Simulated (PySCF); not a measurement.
**C$_{2}$H$_{5}$F$_{3}$NNb (Nb(NEt)F3): density, localisation and related maps**

The calculation's input:

```
{"job": {"kind": "uv", "xc": "B3LYP", "basis": "def2-SVPD", "ip": true, "nstates": 10}, "charge": 0, "multiplicity": 1}
Nb     0.117123     0.007037    -2.165624
N      0.454994    -0.002430    -0.470079
C      0.655563    -0.015838     0.939223
C     -0.660326    -0.013703     1.701185
H      1.253035    -0.906493     1.205446
H      1.264487     0.862259     1.220749
H     -0.478455    -0.027170     2.786058
H     -1.247192     0.884795     1.458815
H     -1.261747    -0.896705     1.438592
F      1.770889    -0.013600    -3.042281
F     -0.859100     1.568246    -2.505464
F     -0.893821    -1.529147    -2.515630
```

Run with:

```sh
OMP_NUM_THREADS=1 python probes_run.py task.json out
```

Geometry: PBE0-D3(BJ)/def2-SVP; core potentials replace the inner electrons of Nb.

Method: B3LYP/def2-SVPD, SCF density, gas phase, scalar-relativistic core potentials on the heavy atoms in PySCF 2.14.0.

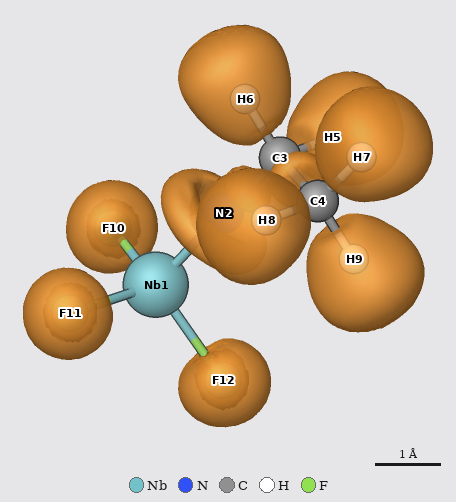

Figure 1. Isosurface of the ELF at 0.8 (orange), seen at an oblique angle. Core shells and regions of very low density are left out.

> Where are the electrons localised?

At this value the surface marks out one region between bonded C–C atoms (shared pairs), one region between bonded C–N atoms (shared pairs), five regions around hydrogen nuclei, three regions wrapped around F (the valence shell of each) and one region wrapped around N (its valence shell). Profiles from the grid: C–N (1.42 Å): the ELF peaks at about 0.95 between the atoms; a covalent bond. C–C (1.52 Å): the ELF peaks at about 0.95 between the atoms, as expected for a shared electron pair.

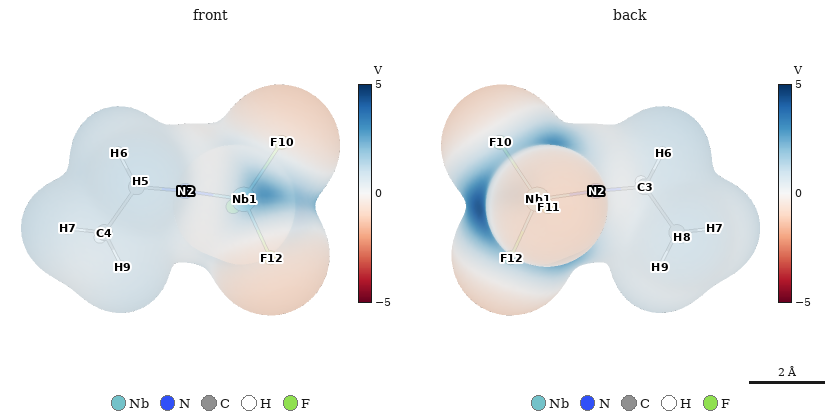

Figure 2. The molecular electrostatic potential painted on the density surface at 0.002 e/bohr³, seen from the front and from behind; red is negative and blue positive.

> Describe the electrostatic potential map.

The most negative region (about −0.9 V, or −21 kcal/mol for a unit charge) lies over F10, F11 and F12, the most positive (about +3.9 V, or +90 kcal/mol for a unit charge) over Nb1.

> What dipole moment does the calculation give?

Its dipole moment is 2.16 D.

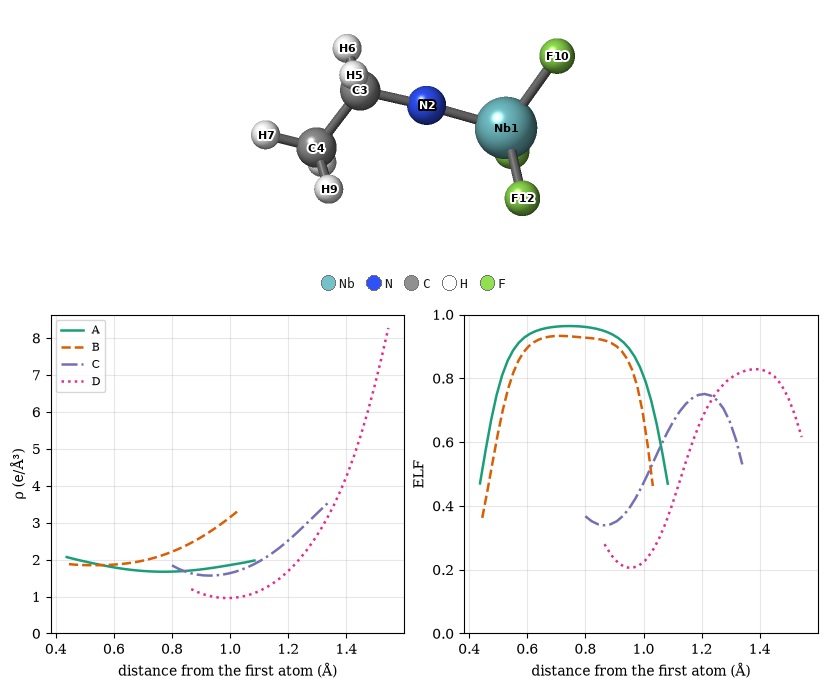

Figure 3. Electron density and ELF along straight lines between neighbouring atoms. The curves leave out the atomic cores. The structure is drawn too.

> Which curve belongs to which contact (C–C, C–N, Nb–F and Nb–N)? The first atom named is at distance zero.

Curve A: C–C (1.52 Å): ρ is about 1.7 e/Å³ halfway; the ELF peaks at about 0.95 between the atoms (localised, covalent bonding). Curve B: C–N (1.42 Å): ρ is about 2 e/Å³ halfway; the ELF peaks at about 0.95 between the atoms: a shared electron pair. Curve C: Nb–N (1.73 Å): the density is about 1.6 e/Å³ at the midpoint; the ELF peaks at about 0.75 in the valence shell of N, 0.5 Å from its nucleus, and drops to about 0.35 between the two atoms. Curve D: Nb–F (1.87 Å): ρ at the midpoint is about 1 e/Å³; the ELF peaks at about 0.85 in the valence shell of F, 0.5 Å from its nucleus, and drops to about 0.20 between the two atoms.
